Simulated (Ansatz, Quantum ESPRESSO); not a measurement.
# Ballistic transmission: vacuum gap of 4.0 Å between two Na(100) faces, part 2 of 3

Wanted: the transmission near the Fermi level and the conductance of this junction: vacuum gap of 4.0 Å between two Na(100) faces.

Quantum ESPRESSO 7.5; plane-wave DFT, PBE, GBRV ultrasoft pseudopotentials; cross-check by Ansatz 0.2.0 with PAW datasets.

So far. Step 2 (SCF with pw.x): The run needed 11 iterations to bring the estimated error under 1e-07 Ry; the largest force on any atom, held or free, is 0.15 eV/Å.

## Step 3: Transmission with pwcond.x

Level of this step: transmission by pwcond, lead and junction from one cell; plane-wave DFT, PBE, GBRV ultrasoft pseudopotentials (Quantum ESPRESSO).

prefixt takes both regions from one run: the lead from 0 to bdl, the scattering region from bdl to bds (units of alat). ikind = 1 puts the same lead on both sides. The program's T_tot counts both spins in a run without spin; the tables below give T per spin.

The input, cond.in:

```
&inputcond
  outdir = './out'
  prefixt = 'scf'
  tran_file = 'cond.dat'
  bdl = 1.0000000000
  bds = 8.4523809524
  ikind = 1
  ewind = 4.0
  epsproj = 1e-05
  nz1 = 7
  energy0 = 0.4
  denergy = -0.4
/
21
  0.00000000 0.00000000 0.01000000
  0.00000000 0.10000000 0.04000000
  0.00000000 0.20000000 0.04000000
  0.00000000 0.30000000 0.04000000
  0.00000000 0.40000000 0.04000000
  0.00000000 0.50000000 0.02000000
  0.10000000 0.10000000 0.04000000
  0.10000000 0.20000000 0.08000000
  0.10000000 0.30000000 0.08000000
  0.10000000 0.40000000 0.08000000
  0.10000000 0.50000000 0.04000000
  0.20000000 0.20000000 0.04000000
  0.20000000 0.30000000 0.08000000
  0.20000000 0.40000000 0.08000000
  0.20000000 0.50000000 0.04000000
  0.30000000 0.30000000 0.04000000
  0.30000000 0.40000000 0.08000000
  0.30000000 0.50000000 0.04000000
  0.40000000 0.40000000 0.04000000
  0.40000000 0.50000000 0.04000000
  0.50000000 0.50000000 0.01000000
3
```

Launch:

```console
OMP_NUM_THREADS=1 mpirun -n 4 pwcond.x -in cond.in > cond.out
```

Output:

```text
[banner, memory and clock lines left out]
Program PWCOND v.7.5 starts

          URL

     ./out/scf.save/

     IMPORTANT: XC functional enforced from input :
     Exchange-correlation= PBE
                           (   1   4   3   4   0   0   0)
     Any further DFT definition will be discarded
     Please, verify this is what you really want

     Reading collected, re-writing distributed wavefunctions

===== INPUT FILE containing all the regions =====

     GEOMETRY:

     lattice parameter (alat)  =       7.9368  a.u.
     the volume                =    4225.9420 (a.u.)^3
     the cross section         =      62.9936 (a.u.)^2
     l of the unit cell        =       8.4524 (alat)
     number of atoms/cell      =           16
     number of atomic types    =            1

     crystal axes: (cart. coord. in units of alat)
               a(1) = (  1.0000  0.0000  0.0000 )
               a(2) = (  0.0000  1.0000  0.0000 )
               a(3) = (  0.0000  0.0000  8.4524 )

   Cartesian axes

     site n.     atom                  positions (alat units)
          1        Na     tau(  1)=(  0.0000  0.0000  8.4524  )
          2        Na     tau(  2)=(  0.5000  0.5000  0.5000  )
          3        Na     tau(  3)=(  0.0000  0.0000  1.0000  )
          4        Na     tau(  4)=(  0.5000  0.5000  1.5000  )
          5        Na     tau(  5)=(  0.0000  0.0000  2.0000  )
          6        Na     tau(  6)=(  0.5000  0.5000  2.5000  )
          7        Na     tau(  7)=(  0.0000  0.0000  3.0000  )
          8        Na     tau(  8)=(  0.5000  0.5000  3.5000  )
          9        Na     tau(  9)=(  0.0000  0.0000  4.4524  )
         10        Na     tau( 10)=(  0.5000  0.5000  4.9524  )
         11        Na     tau( 11)=(  0.0000  0.0000  5.4524  )
         12        Na     tau( 12)=(  0.5000  0.5000  5.9524  )
         13        Na     tau( 13)=(  0.0000  0.0000  6.4524  )
         14        Na     tau( 14)=(  0.5000  0.5000  6.9524  )
         15        Na     tau( 15)=(  0.0000  0.0000  7.4524  )
         16        Na     tau( 16)=(  0.5000  0.5000  7.9524  )

     nr1s                      =           32
     nr2s                      =           32
     nr3s                      =          288
     nr1sx                     =           32
     nr2sx                     =           32
     nr3sx                     =          288
     nr1                       =           36
     nr2                       =           36
     nr3                       =          320
     nr1x                      =           36
     nr2x                      =           36
     nr3x                      =          320

 _______________________________
  Radii of nonlocal spheres:

     type       ibeta     ang. mom.          radius (alat units)
       Na         1         0                    0.2543
       Na         2         0                    0.2543
       Na         3         1                    0.2543
       Na         4         1                    0.2543
       Na         5         2                    0.2543
----- General information -----

--- T calc. with identical leads (ikind=1) ---

     nrx                       =           32
     nry                       =           32
     nz1                       =            7

     energy0               =         4.0E-01
     denergy               =        -4.0E-01
     nenergy               =          3
     ecut2d                =         4.0E+01
     ewind                 =         4.0E+00
     epsproj               =         1.0E-05

     number of k_|| points=   21
                       cryst. coord.
        k(    1) = (   0.0000000   0.0000000), wk =   0.0100000
        k(    2) = (   0.0000000   0.1000000), wk =   0.0400000
        k(    3) = (   0.0000000   0.2000000), wk =   0.0400000
        k(    4) = (   0.0000000   0.3000000), wk =   0.0400000
        k(    5) = (   0.0000000   0.4000000), wk =   0.0400000
        k(    6) = (   0.0000000   0.5000000), wk =   0.0200000
        k(    7) = (   0.1000000   0.1000000), wk =   0.0400000
        k(    8) = (   0.1000000   0.2000000), wk =   0.0800000
        k(    9) = (   0.1000000   0.3000000), wk =   0.0800000
        k(   10) = (   0.1000000   0.4000000), wk =   0.0800000
        k(   11) = (   0.1000000   0.5000000), wk =   0.0400000
        k(   12) = (   0.2000000   0.2000000), wk =   0.0400000
        k(   13) = (   0.2000000   0.3000000), wk =   0.0800000
        k(   14) = (   0.2000000   0.4000000), wk =   0.0800000
        k(   15) = (   0.2000000   0.5000000), wk =   0.0400000
        k(   16) = (   0.3000000   0.3000000), wk =   0.0400000
        k(   17) = (   0.3000000   0.4000000), wk =   0.0800000
        k(   18) = (   0.3000000   0.5000000), wk =   0.0400000
        k(   19) = (   0.4000000   0.4000000), wk =   0.0400000
        k(   20) = (   0.4000000   0.5000000), wk =   0.0400000
        k(   21) = (   0.5000000   0.5000000), wk =   0.0100000
----- Information about left/right lead -----

     nocros                   =           13
     noins                    =           13
     norb                     =           39
     norbf                    =          195
     nrz                      =           34

      iorb      type   ibeta   ang. mom.   m       position (alat)
        1        1       1        0        1   taunew(   1)=(  0.0000  0.0000  0.0000)
        2        1       2        0        1   taunew(   2)=(  0.0000  0.0000  0.0000)
        3        1       3        1        1   taunew(   3)=(  0.0000  0.0000  0.0000)
        4        1       3        1        2   taunew(   4)=(  0.0000  0.0000  0.0000)
        5        1       3        1        3   taunew(   5)=(  0.0000  0.0000  0.0000)
        6        1       4        1        1   taunew(   6)=(  0.0000  0.0000  0.0000)
        7        1       4        1        2   taunew(   7)=(  0.0000  0.0000  0.0000)
        8        1       4        1        3   taunew(   8)=(  0.0000  0.0000  0.0000)
        9        1       5        2        1   taunew(   9)=(  0.0000  0.0000  0.0000)
       10        1       5        2        2   taunew(  10)=(  0.0000  0.0000  0.0000)
       11        1       5        2        3   taunew(  11)=(  0.0000  0.0000  0.0000)
       12        1       5        2        4   taunew(  12)=(  0.0000  0.0000  0.0000)
       13        1       5        2        5   taunew(  13)=(  0.0000  0.0000  0.0000)
       14        1       1        0        1   taunew(  14)=(  0.5000  0.5000  0.5000)
       15        1       2        0        1   taunew(  15)=(  0.5000  0.5000  0.5000)
       16        1       3        1        1   taunew(  16)=(  0.5000  0.5000  0.5000)
[...]
140        1       5        2        2   taunew( 140)=(  0.0000  0.0000  5.4524)
      141        1       5        2        3   taunew( 141)=(  0.0000  0.0000  5.4524)
      142        1       5        2        4   taunew( 142)=(  0.0000  0.0000  5.4524)
      143        1       5        2        5   taunew( 143)=(  0.0000  0.0000  5.4524)
      144        1       1        0        1   taunew( 144)=(  0.5000  0.5000  5.9524)
      145        1       2        0        1   taunew( 145)=(  0.5000  0.5000  5.9524)
      146        1       3        1        1   taunew( 146)=(  0.5000  0.5000  5.9524)
      147        1       3        1        2   taunew( 147)=(  0.5000  0.5000  5.9524)
      148        1       3        1        3   taunew( 148)=(  0.5000  0.5000  5.9524)
      149        1       4        1        1   taunew( 149)=(  0.5000  0.5000  5.9524)
      150        1       4        1        2   taunew( 150)=(  0.5000  0.5000  5.9524)
      151        1       4        1        3   taunew( 151)=(  0.5000  0.5000  5.9524)
      152        1       5        2        1   taunew( 152)=(  0.5000  0.5000  5.9524)
      153        1       5        2        2   taunew( 153)=(  0.5000  0.5000  5.9524)
      154        1       5        2        3   taunew( 154)=(  0.5000  0.5000  5.9524)
      155        1       5        2        4   taunew( 155)=(  0.5000  0.5000  5.9524)
      156        1       5        2        5   taunew( 156)=(  0.5000  0.5000  5.9524)
      157        1       1        0        1   taunew( 157)=(  0.0000  0.0000  6.4524)
      158        1       2        0        1   taunew( 158)=(  0.0000  0.0000  6.4524)
      159        1       3        1        1   taunew( 159)=(  0.0000  0.0000  6.4524)
      160        1       3        1        2   taunew( 160)=(  0.0000  0.0000  6.4524)
      161        1       3        1        3   taunew( 161)=(  0.0000  0.0000  6.4524)
      162        1       4        1        1   taunew( 162)=(  0.0000  0.0000  6.4524)
      163        1       4        1        2   taunew( 163)=(  0.0000  0.0000  6.4524)
      164        1       4        1        3   taunew( 164)=(  0.0000  0.0000  6.4524)
      165        1       5        2        1   taunew( 165)=(  0.0000  0.0000  6.4524)
      166        1       5        2        2   taunew( 166)=(  0.0000  0.0000  6.4524)
      167        1       5        2        3   taunew( 167)=(  0.0000  0.0000  6.4524)
      168        1       5        2        4   taunew( 168)=(  0.0000  0.0000  6.4524)
      169        1       5        2        5   taunew( 169)=(  0.0000  0.0000  6.4524)
      170        1       1        0        1   taunew( 170)=(  0.5000  0.5000  6.9524)
      171        1       2        0        1   taunew( 171)=(  0.5000  0.5000  6.9524)
      172        1       3        1        1   taunew( 172)=(  0.5000  0.5000  6.9524)
      173        1       3        1        2   taunew( 173)=(  0.5000  0.5000  6.9524)
      174        1       3        1        3   taunew( 174)=(  0.5000  0.5000  6.9524)
      175        1       4        1        1   taunew( 175)=(  0.5000  0.5000  6.9524)
      176        1       4        1        2   taunew( 176)=(  0.5000  0.5000  6.9524)
      177        1       4        1        3   taunew( 177)=(  0.5000  0.5000  6.9524)
      178        1       5        2        1   taunew( 178)=(  0.5000  0.5000  6.9524)
      179        1       5        2        2   taunew( 179)=(  0.5000  0.5000  6.9524)
      180        1       5        2        3   taunew( 180)=(  0.5000  0.5000  6.9524)
      181        1       5        2        4   taunew( 181)=(  0.5000  0.5000  6.9524)
      182        1       5        2        5   taunew( 182)=(  0.5000  0.5000  6.9524)
      183        1       1        0        1   taunew( 183)=(  0.0000  0.0000  7.4524)
      184        1       2        0        1   taunew( 184)=(  0.0000  0.0000  7.4524)
      185        1       3        1        1   taunew( 185)=(  0.0000  0.0000  7.4524)
      186        1       3        1        2   taunew( 186)=(  0.0000  0.0000  7.4524)
      187        1       3        1        3   taunew( 187)=(  0.0000  0.0000  7.4524)
      188        1       4        1        1   taunew( 188)=(  0.0000  0.0000  7.4524)
      189        1       4        1        2   taunew( 189)=(  0.0000  0.0000  7.4524)
      190        1       4        1        3   taunew( 190)=(  0.0000  0.0000  7.4524)
      191        1       5        2        1   taunew( 191)=(  0.0000  0.0000  7.4524)
      192        1       5        2        2   taunew( 192)=(  0.0000  0.0000  7.4524)
      193        1       5        2        3   taunew( 193)=(  0.0000  0.0000  7.4524)
      194        1       5        2        4   taunew( 194)=(  0.0000  0.0000  7.4524)
      195        1       5        2        5   taunew( 195)=(  0.0000  0.0000  7.4524)
 ngper, shell number =          193          29
 ngper, n2d =          193         107
---  E-Ef =    0.4000000  k =    0.0000000   0.0000000
---  ie =          1  ik =          1
 Nchannels of the left tip =            1
 Right moving states:
   k1(2pi/a)   k2(2pi/a)   E-Ef (eV)
  -0.3443199  -0.0000010   0.4000000
 Left moving states:
   k1(2pi/a)   k2(2pi/a)   E-Ef (eV)
   0.3443199  -0.0000010   0.4000000

 to transmit
 Band j to band i transmissions and reflections:
    j         i     |T_ij|^2    |R_ij|^2

    1 -->     1     0.98961     0.01039
   Total T_j, R_j =    0.98961  0.01039

E-Ef(ev), T(x2 spins) =    0.4000000   1.9792233
---  E-Ef =    0.0000000  k =    0.0000000   0.0000000
---  ie =          2  ik =          1
 Nchannels of the left tip =            1
 Right moving states:
   k1(2pi/a)   k2(2pi/a)   E-Ef (eV)
  -0.3823669  -0.0000011   0.0000000
 Left moving states:
   k1(2pi/a)   k2(2pi/a)   E-Ef (eV)
   0.3823669  -0.0000011   0.0000000

 to transmit
 Band j to band i transmissions and reflections:
    j         i     |T_ij|^2    |R_ij|^2

    1 -->     1     0.96614     0.03386
   Total T_j, R_j =    0.96614  0.03386

E-Ef(ev), T(x2 spins) =    0.0000000   1.9322757
---  E-Ef =   -0.4000000  k =    0.0000000   0.0000000
---  ie =          3  ik =          1
 Nchannels of the left tip =            1
 Right moving states:
   k1(2pi/a)   k2(2pi/a)   E-Ef (eV)
  -0.4225805  -0.0000012  -0.4000000
 Left moving states:
   k1(2pi/a)   k2(2pi/a)   E-Ef (eV)
   0.4225804  -0.0000012  -0.4000000

 to transmit
 Band j to band i transmissions and reflections:
    j         i     |T_ij|^2    |R_ij|^2

    1 -->     1     0.92104     0.07896
   Total T_j, R_j =    0.92104  0.07896

E-Ef(ev), T(x2 spins) =   -0.4000000   1.8420836
 ngper, shell number =          198         101
 ngper, n2d =          198         108
[... further energies and points left out ...]
---  E-Ef =    0.4000000  k =    0.5000000   0.5000000
---  ie =          1  ik =         21
 Nchannels of the left tip =            0
 Right moving states:
   k1(2pi/a)   k2(2pi/a)   E-Ef (eV)
 Left moving states:
   k1(2pi/a)   k2(2pi/a)   E-Ef (eV)

 to transmit
          E-Ef(ev), T =    0.4000000   0.0000000
---  E-Ef =    0.0000000  k =    0.5000000   0.5000000
---  ie =          2  ik =         21
 Nchannels of the left tip =            0
 Right moving states:
   k1(2pi/a)   k2(2pi/a)   E-Ef (eV)
 Left moving states:
   k1(2pi/a)   k2(2pi/a)   E-Ef (eV)

 to transmit
          E-Ef(ev), T =    0.0000000   0.0000000
---  E-Ef =   -0.4000000  k =    0.5000000   0.5000000
---  ie =          3  ik =         21
 Nchannels of the left tip =            0
 Right moving states:
   k1(2pi/a)   k2(2pi/a)   E-Ef (eV)
 Left moving states:
   k1(2pi/a)   k2(2pi/a)   E-Ef (eV)

 to transmit
          E-Ef(ev), T =   -0.4000000   0.0000000
   T_tot     0.40000      0.15386E+01
   T_tot     0.00000      0.12731E+01
   T_tot    -0.40000      0.10038E+01

Note: The following floating-point exceptions are signalling: IEEE_UNDERFLOW_FLAG
Note: The following floating-point exceptions are signalling: IEEE_UNDERFLOW_FLAG
Note: The following floating-point exceptions are signalling: IEEE_UNDERFLOW_FLAG
Note: The following floating-point exceptions are signalling: IEEE_UNDERFLOW_FLAG
```

Run time: 2.8 min. Hardware: 4 MPI ranks of Arm Neoverse V2, shared host; peak memory 0.35 GiB; 11 min of CPU time.

Numbers from this step:

```
lead channels at the Fermi level, one spin : 1.210
transmission at the Fermi level, one spin  : 0.6365
conductance                                : 0.6365 G₀
```

Per spin; mean over the k mesh across the current. The open channels, zone mean by energy, zero at the Fermi level:

```
energy (eV)  open channels, zone mean
     -0.400                      1.01
      0.000                      1.21
      0.400                      1.37
```

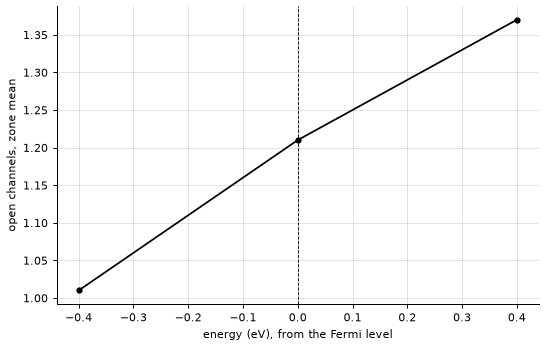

Open channels, zone mean, plotted against energy.

Per spin; mean over the k mesh across the current. The transmission, zone mean by energy, zero at the Fermi level:

```
energy (eV)  transmission, zone mean
     -0.400                    0.502
      0.000                    0.637
      0.400                    0.769
```

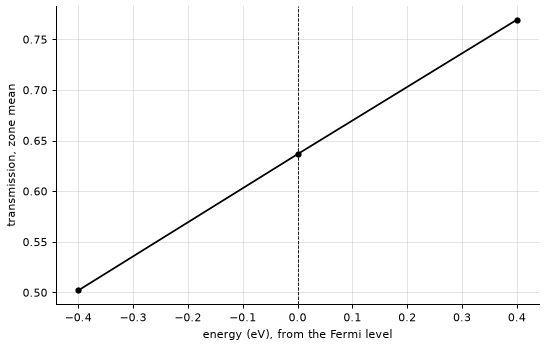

Transmission, zone mean against energy.

At 0.000 eV; k in fractions of b1, b2. Transmission by k point:

```
 k1   k2  weight       t  channels
  0    0    0.01  0.9661         1
  0  0.1    0.04  0.9593         1
  0  0.2    0.04  0.9326         1
  0  0.3    0.04  0.8535         1
  0  0.4    0.04  0.7187         2
  0  0.5    0.02  0.7495         2
0.1  0.1    0.04  0.9516         1
0.1  0.2    0.08   0.921         1
0.1  0.3    0.08    0.83         1
0.1  0.4    0.08  0.6571         2
0.1  0.5    0.04  0.6958         2
0.2  0.2    0.04  0.8742         1
0.2  0.3    0.08  0.6484         1
0.2  0.4    0.08  0.5269         1
0.2  0.5    0.04  0.4727         2
0.3  0.3    0.04  0.5992         1
0.3  0.4    0.08  0.3849         1
0.3  0.5    0.04  0.1764         2
0.4  0.4    0.04  0.1264         1
0.4  0.5    0.04       0         0
0.5  0.5    0.01       0         0
```

The program's own clock; routines nest. Time by routine:

```
     routine  wall time (s)  calls
      PWCOND          165.6      1
scatter_forw          124.5    126
       local          26.63     21
      compbs          11.18     63
    compbs_2           9.39     63
        init           0.43      1
       poten           0.06      1
```

At no point does T exceed the number of channels.

(Part 2 of 3 ends here.)

[Logs are printed without paths, hosts, clocks, repeated set-up lines and the standing remarks that a program may print on its own settings, such as how far it seeks lower states.]

[Hosts, paths, dates, database ids (printed as entryN), source tags and the programs' standing remarks are cut or masked in the printed files.]

[Maps of the electrostatic potential energy from Ansatz leave out the sawtooth potential of an applied field or a dipole correction, so their vacuum need not be flat; planar profiles and work functions include it.]
